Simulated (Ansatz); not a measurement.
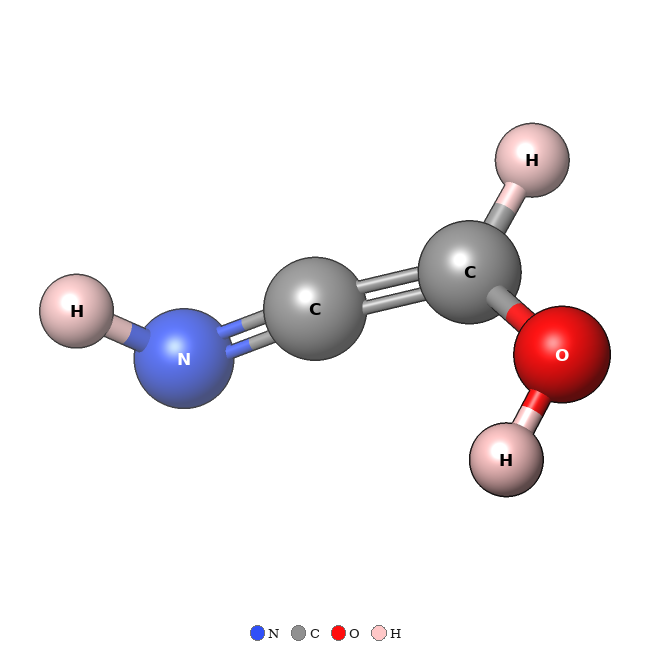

Orthographic view. Atoms fade into the background with distance from the viewer. Computed geometry: PBE-D4/def2-SVP optimisation. No frequency run is at hand to confirm it as a minimum.

> Write the InChI string.

InChI=1S/C2H3NO/c3-1-2-4/h2-4H
